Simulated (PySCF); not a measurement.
## Electronic structure of H6HfN3 (charge +1) in real space

Input file:

```
mol = gto.M(atom='''
Hf    -0.08004     0.04580     0.63961
N      1.87531     0.01454     0.30911
H      2.45119    -0.82573     0.21961
H      2.46983     0.81458     0.08278
N     -0.95309     1.64586    -0.14282
H     -0.49950     2.53846    -0.35134
H     -1.90422     1.69692    -0.51465
N     -0.95346    -1.64194     0.07284
H     -0.48850    -2.54189    -0.06441
H     -1.91752    -1.74660    -0.25072''',
    basis={'Hf': 'def2-SVP', 'N': 'def2-SVP', 'H': 'def2-SVP'},
    ecp={'Hf': 'def2-SVP'},
    charge=1, spin=0)
mf = dft.RKS(mol, xc='PBE0')
mf.grids.atom_grid = (75, 302)  # f atoms: at least (60, 302), unpruned
mf = mf.density_fit()  # Hf def2-universal-JKFIT, N def2-universal-JKFIT, H def2-universal-JKFIT
mf.conv_tol = 1e-09; mf.max_cycle = 55
mf.kernel(dm0)
```

Command:

```sh
OMP_NUM_THREADS=2 python run.py
```

Core potentials replace the inner electrons of Hf.

The calculation used RKS PBE0, Hf def2-SVP with ECP60, N def2-SVP, H def2-SVP; non-relativistic Hamiltonian with scalar-relativistic core potentials where named; density fitting (PySCF 2.14.0).

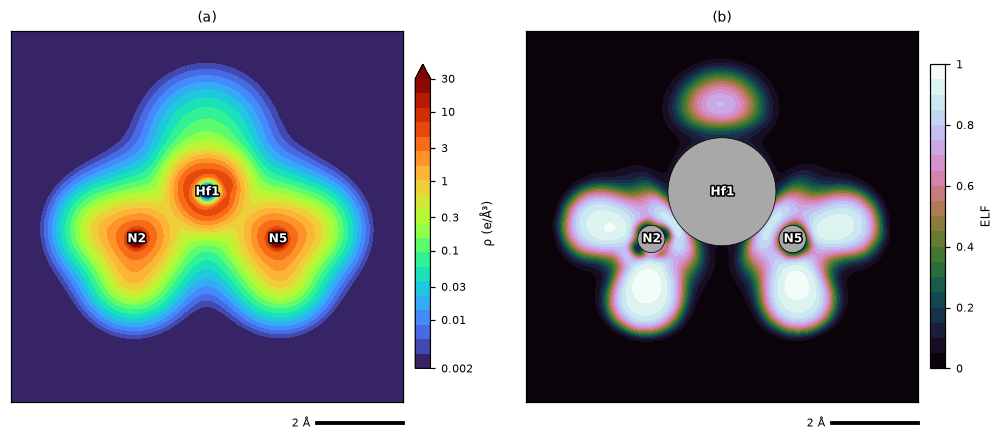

Figure 1. (a) electron density; (b) ELF on the plane of atoms N2, Hf1 and N5. Grey discs cover the atomic cores in the ELF map.

### What do the fields say about this system?

- The section cuts through Hf and N sites.
- Hf–N (1.98 Å): ρ at the midpoint is about 0.92 e/Å³; the ELF peaks at about 0.90 in the valence shell of N, 0.6 Å from its nucleus, and is about 0.30 at the midpoint.

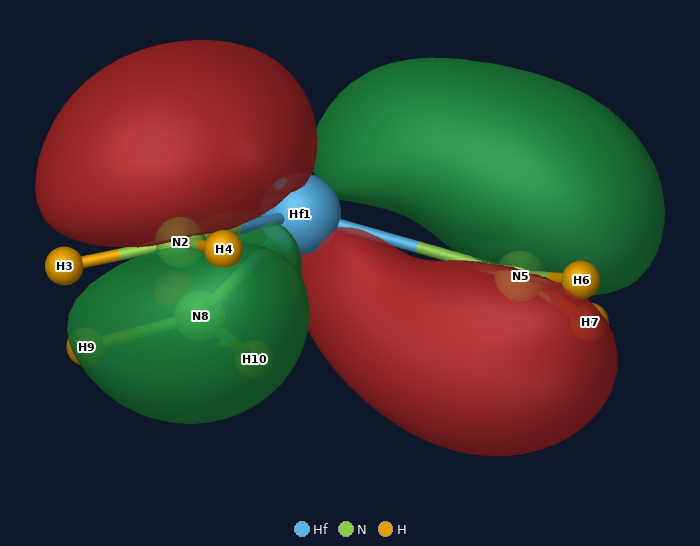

Figure 2. The HOMO−1 at ±0.08 Å⁻³ᐟ² (green and red are the two phases), seen from one side.

### Describe this orbital and give its energy.

It lies mainly on N2 (about 35 %), N5 (about 35 %) and Hf1 (about 20 %). It is one of a degenerate set, so its orientation is arbitrary. Its energy is −12.61 eV.
